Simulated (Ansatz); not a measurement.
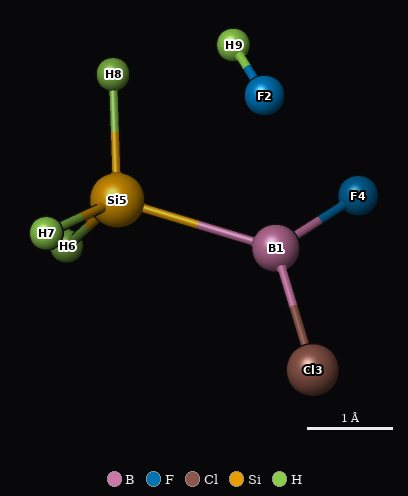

Fig. 1: The input geometry (ball-and-stick view, seen at a tilt; atoms are numbered from 1 in the order of the input). Bond lengths as drawn: B–Cl 1.77 Å, B–F 1.33 Å, B–Si 1.98 Å, F–H 0.93 Å and H–Si 1.48 to 1.50 Å.

**Geometry relaxation, with input and output: BSiH₄ClF₂ (part 1 of 2)**

- system: BSiH₄ClF₂
- method: RKS B3LYP-D4/6-31G* (Ansatz 0.2.0)

It belongs to a series of runs on one base structure; here: end point B relaxed. Figures and captions count atoms from 1; the log counts them from 0 in places.

Output
```
The last accepted step is kept in [file] (removed where the run ends without a failure and the disk answers)
Engine: ansatz 0.2.0, x86_64-unknown-linux-gnu
Functional definition: B3LYP
  parameter a0 = 0.2
  parameter ax = 0.72
  parameter ac = 0.81
  exchange = (1 - a0 - ax)*slater_x + ax*b88_x + a0*exact_x
  correlation = (1 - ac)*vwn_rpa_c + ac*lyp_c
931 factors; integrals over basis functions are off by at most 6.8e-4 eV
mean field evaluation 1: about -26575.3153 eV, gradient 3.6e1 eV
mean field evaluation 2: about -26573.6017 eV, gradient 5.1e1 eV
mean field evaluation 4: about -26577.3111 eV, gradient 1.8e0 eV
mean field evaluation 8: about -26577.3324 eV, gradient 7.0e-2 eV
mean field -26577.33245685 eV, -976.6989530264 hartree, gradient 3.5e-5 eV, S^2 0.000000; 0 other end points of the search recorded, 0 dependent functions left out
the calculation of the forces begins
reference -26577.33268816 eV, -976.6989615266 hartree; 29, 29 occupied and 62, 62 virtual orbitals, 931 factors
relax step   1: F+E_penalty+E_count = -26577.64101418 eV  Δ(F+E_penalty+E_count) = +0.000e0 eV  max|allowed force component| = 7.794e-1 eV/Å  Δτ_max = 0.0000 Å  (25 SCF iters, accepted)
these checks for a lower state are left out or cut short: starts, cluster_reference, orbital_swaps, neighbouring_geometries, increment
931 factors; integrals over basis functions are off by at most 6.8e-4 eV
mean field evaluation 16: about -26577.2129 eV, gradient 6.2e0 eV
mean field -26577.36972520 eV, -976.7003226128 hartree, gradient 2.0e-5 eV, S^2 0.000000; 0 other end points of the search recorded, 0 dependent functions left out
[... from here on the field's lines of each further geometry are left out, up to the last ...]
relax step   2: F+E_penalty+E_count = -26577.67408247 eV  Δ(F+E_penalty+E_count) = -3.307e-2 eV  max|allowed force component| = 5.563e-1 eV/Å  Δτ_max = 0.1928 Å  (29 SCF iters, accepted)
relax step   3: F+E_penalty+E_count = -26577.65898499 eV  Δ(F+E_penalty+E_count) = +1.510e-2 eV  max|allowed force component| = 1.288e0 eV/Å  Δτ_max = 0.1779 Å  (27 SCF iters, rejected (line search))
relax step   4: F+E_penalty+E_count = -26577.69002940 eV  Δ(F+E_penalty+E_count) = -1.595e-2 eV  max|allowed force component| = 1.756e-1 eV/Å  Δτ_max = 0.0889 Å  (29 SCF iters, accepted)
relax step   5: F+E_penalty+E_count = -26577.69643477 eV  Δ(F+E_penalty+E_count) = -6.405e-3 eV  max|allowed force component| = 1.232e-1 eV/Å  Δτ_max = 0.0850 Å  (28 SCF iters, accepted)
relax step   6: F+E_penalty+E_count = -26577.70663001 eV  Δ(F+E_penalty+E_count) = -1.020e-2 eV  max|allowed force component| = 6.748e-2 eV/Å  Δτ_max = 0.1483 Å  (28 SCF iters, accepted)
relax step   7: F+E_penalty+E_count = -26577.71447985 eV  Δ(F+E_penalty+E_count) = -7.850e-3 eV  max|allowed force component| = 2.559e-1 eV/Å  Δτ_max = 0.1222 Å  (27 SCF iters, accepted)
relax step   8: F+E_penalty+E_count = -26577.71496915 eV  Δ(F+E_penalty+E_count) = -4.893e-4 eV  max|allowed force component| = 2.546e-1 eV/Å  Δτ_max = 0.0074 Å  (22 SCF iters, accepted)
relax step   9: F+E_penalty+E_count = -26577.68085906 eV  Δ(F+E_penalty+E_count) = +3.411e-2 eV  max|allowed force component| = 1.922e0 eV/Å  Δτ_max = 0.1964 Å  (28 SCF iters, rejected (line search))
relax step  10: F+E_penalty+E_count = -26577.72136084 eV  Δ(F+E_penalty+E_count) = -6.392e-3 eV  max|allowed force component| = 8.375e-2 eV/Å  Δτ_max = 0.0907 Å  (28 SCF iters, accepted)
relax step  11: F+E_penalty+E_count = -26577.72303041 eV  Δ(F+E_penalty+E_count) = -1.670e-3 eV  max|allowed force component| = 5.314e-1 eV/Å  Δτ_max = 0.0977 Å  (28 SCF iters, accepted)
relax step  12: F+E_penalty+E_count = -26577.72702981 eV  Δ(F+E_penalty+E_count) = -3.999e-3 eV  max|allowed force component| = 1.893e-1 eV/Å  Δτ_max = 0.1500 Å  (28 SCF iters, accepted)
relax step  13: F+E_penalty+E_count = -26577.73167907 eV  Δ(F+E_penalty+E_count) = -4.649e-3 eV  max|allowed force component| = 9.002e-2 eV/Å  Δτ_max = 0.0760 Å  (29 SCF iters, accepted)
relax step  14: F+E_penalty+E_count = -26577.72791880 eV  Δ(F+E_penalty+E_count) = +3.760e-3 eV  max|allowed force component| = 2.319e-1 eV/Å  Δτ_max = 0.0448 Å  (28 SCF iters, rejected (line search))
relax step  15: F+E_penalty+E_count = -26577.73340441 eV  Δ(F+E_penalty+E_count) = -1.725e-3 eV  max|allowed force component| = 3.448e-2 eV/Å  Δτ_max = 0.0216 Å  (30 SCF iters, accepted)
the calculation of the forces begins
reference -26577.43431280 eV, -976.7026961634 hartree; 29, 29 occupied and 62, 62 virtual orbitals, 931 factors
relax step  16: F+E_penalty+E_count = -26577.73384289 eV  Δ(F+E_penalty+E_count) = -4.385e-4 eV  max|allowed force component| = 1.394e-2 eV/Å  Δτ_max = 0.0315 Å  (28 SCF iters, accepted)
931 factors; integrals over basis functions are off by at most 6.6e-4 eV
mean field evaluation 128: about -26577.4338 eV, gradient 4.6e-1 eV
```

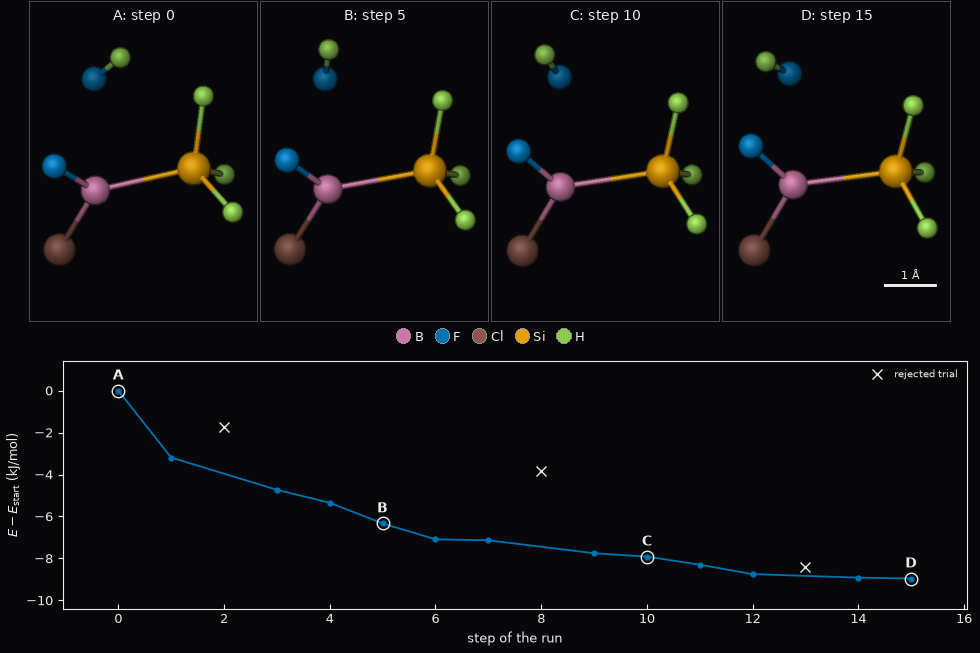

Fig. 2: Frames of the relaxation (ball-and-stick view, seen at an oblique angle) above the curves, on which the letters mark them (the first geometry is step 0 here and step 1 in the log).

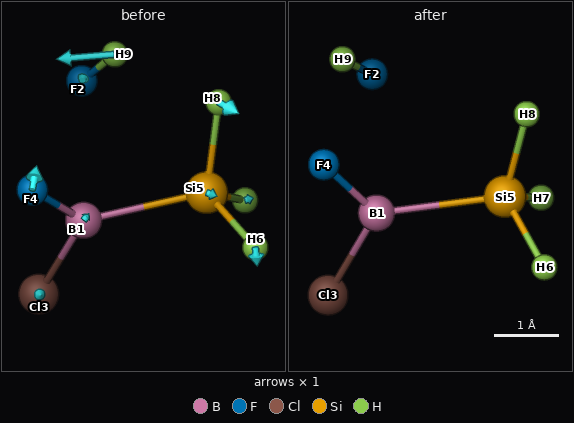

Fig. 3: Before (left) and after (right) the relaxation, at one scale (ball-and-stick view, seen at an oblique angle). The teal arrows give the displacements, at true length. The energy falls by 8.96 kJ/mol in 15 geometry steps. Largest force component: 0.78 eV/Å at the start, 0.014 eV/Å at the end. The line search rejected the trial steps at points 2, 8, 13 (counted from 0) and went back. The atom that moves furthest after the best rigid fit is H9 (0.93 Å). Largest moves by element: H 0.93 Å, F 0.46 Å, Si 0.19 Å, Cl 0.18 Å, B 0.15 Å. Distances before and after: B1–Si5 1.975 → 2.026 Å, B1–F4 1.325 → 1.337 Å, Si5–H8 1.499 → 1.488 Å, F2–H9 0.933 → 0.939 Å. Among the angles that change: B1–Si5–H7 112.4° → 110.2°, B1–Si5–H6 111.6° → 109.5°, H6–Si5–H8 106.3° → 108.4°. (Atoms are counted from 1 in the order of the input.)

```
mean field -26577.43407818 eV, -976.7026875414 hartree, gradient 1.1e-5 eV, S^2 0.000000; 1 other end points of the search recorded, 0 dependent functions left out
the calculation of the forces begins
reference -26577.43431280 eV, -976.7026961634 hartree; 29, 29 occupied and 62, 62 virtual orbitals, 931 factors
Total energy: -26577.73407750 eV, -976.7137123131 hartree
Atom 0 at     0.085228    -0.556658    -0.209913 Å, force     0.006233    -0.002840     0.009231 eV/Å
Atom 1 at     0.797909     0.211339     2.145298 Å, force    -0.013940    -0.001604    -0.007462 eV/Å
Atom 2 at     1.129766     0.246982    -1.389234 Å, force    -0.006949    -0.003656     0.004135 eV/Å
Atom 3 at    -0.994025     0.126531     0.183851 Å, force     0.006284     0.004823     0.002062 eV/Å
Atom 4 at     0.433455    -2.443548     0.441482 Å, force     0.000571     0.010819    -0.012405 eV/Å
Atom 5 at     0.139992    -3.409349    -0.654731 Å, force    -0.000051    -0.008304    -0.000729 eV/Å
Atom 6 at     1.856967    -2.594475     0.834097 Å, force     0.002606    -0.001016     0.001612 eV/Å
Atom 7 at    -0.440104    -2.768829     1.600836 Å, force    -0.000877     0.003112     0.003147 eV/Å
Atom 8 at    -0.104590     0.466306     2.105715 Å, force     0.006123    -0.001335     0.000409 eV/Å
Dipole moment:    -0.308984     0.024143     0.156558 e Å
```

Trajectory as extended XYZ (Å, eV, eV/Å), 16 frames, from step=1 to step=16
```
9
Properties=species:S:1:pos:R:3:forces:R:3 step=1 energy=-26577.64101
B     0.0765   -0.4958   -0.3467   -0.1462   0.6474  -0.3783
F     0.6734    0.2135    1.9985    0.2606   0.2803  -0.1078
Cl    1.2875    0.3235   -1.3491   -0.0025   0.0138  -0.0036
F    -1.1205    0.0671   -0.2678    0.0201  -0.0004   0.0271
Si    0.4308   -2.2533    0.4819    0.1553  -0.7794   0.2308
H    -0.0509   -3.3714   -0.3766    0.0047  -0.0043  -0.0075
H     1.8687   -2.4543    0.7860   -0.0089  -0.0038  -0.0057
H    -0.3321   -2.3517    1.7683   -0.0029  -0.0014   0.0042
H     0.0713   -0.3993    2.3629   -0.2801  -0.1522   0.2408
9
Properties=species:S:1:pos:R:3:forces:R:3 step=2 energy=-26577.67408
B     0.0743   -0.5101   -0.3789   -0.0499   0.3414  -0.0233
F     0.6906    0.2336    2.0119   -0.5476  -0.4085   0.4282
Cl    1.2862    0.3379   -1.3567   -0.0315  -0.0245  -0.0256
F    -1.1096    0.0730   -0.2490    0.0590  -0.0720  -0.0388
Si    0.4382   -2.3010    0.4528   -0.0347  -0.2448   0.1904
H    -0.0468   -3.4162   -0.4058    0.0237  -0.0203  -0.0280
H     1.8760   -2.4937    0.7601    0.0116  -0.0078  -0.0367
H    -0.3226   -2.3892    1.7423    0.0131  -0.0259  -0.0582
H     0.0182   -0.2561    2.4806    0.5563   0.4624  -0.4079
9
Properties=species:S:1:pos:R:3:forces:R:3 step=3 energy=-26577.65898 accepted=F
B     0.0895   -0.4981   -0.3483   -0.1093  -0.0842  -0.3126
F     0.7417    0.2112    2.0656   -1.2881  -0.4727   0.6976
Cl    1.2674    0.3262   -1.3883   -0.0017   0.0296   0.0965
F    -1.1111    0.0563   -0.2474    0.0888   0.0481   0.1253
Si    0.4444   -2.3264    0.4387   -0.0242  -0.0020   0.2972
H    -0.0357   -3.4289   -0.4405    0.0088   0.0442  -0.0667
H     1.8841   -2.5254    0.7329    0.0154  -0.0176  -0.0179
H    -0.3191   -2.4367    1.7233    0.0276  -0.0539  -0.0640
H    -0.0566   -0.1000    2.5213    1.2828   0.5085  -0.7554
9
Properties=species:S:1:pos:R:3:forces:R:3 step=4 energy=-26577.69003
B     0.0790   -0.5073   -0.3591   -0.0305   0.1401  -0.0352
F     0.7012    0.2627    2.0156   -0.1389  -0.1162   0.1216
Cl    1.2816    0.3356   -1.3527   -0.0241  -0.0232   0.0066
F    -1.1078    0.0679   -0.2330    0.0159  -0.0099  -0.0010
Si    0.4358   -2.3190    0.4545    0.0103  -0.1756   0.0533
H    -0.0356   -3.4201   -0.4307    0.0171   0.0086  -0.0534
H     1.8763   -2.5172    0.7477    0.0044   0.0046   0.0036
H    -0.3340   -2.4564    1.7282    0.0089   0.0308   0.0198
H     0.0080   -0.1679    2.4869    0.1369   0.1409  -0.1153
9
Properties=species:S:1:pos:R:3:forces:R:3 step=5 energy=-26577.69644
B     0.0771   -0.5120   -0.3441    0.0018   0.0616  -0.0012
F     0.7211    0.2676    2.0149   -0.0819  -0.0697   0.0749
Cl    1.2729    0.3231   -1.3518   -0.0159  -0.0100  -0.0015
F    -1.1044    0.0705   -0.2039   -0.0064   0.0048   0.0087
Si    0.4358   -2.3349    0.4544   -0.0111  -0.1232   0.0070
H    -0.0191   -3.4156   -0.4656    0.0196   0.0077  -0.0304
H     1.8760   -2.5302    0.7505    0.0087   0.0069   0.0063
H    -0.3413   -2.5045    1.7188    0.0080   0.0371   0.0110
H    -0.0134   -0.0857    2.4842    0.0772   0.0848  -0.0749
```
